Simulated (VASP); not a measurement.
Band structure of Al$_{3}$Sc (L1_2). Method: revTPSS meta-GGA, VASP's PBE PAW potentials (set 64) (plane waves; VASP).

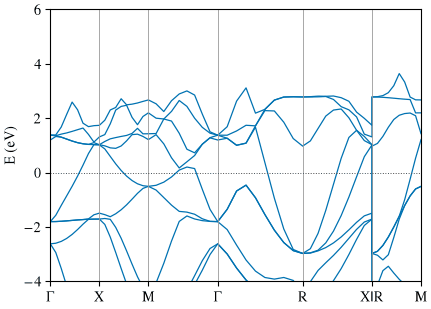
Figure: Bands along high-symmetry lines, zero at the valence-band maximum or, without a gap, the Fermi level

**Question.** Read the plot: is there a gap, and where are the band edges?

**Answer.** It has no gap at this level: it comes out as a metal or semimetal.

The compound is Al3Sc in the L1_2 structure. It was relaxed first.
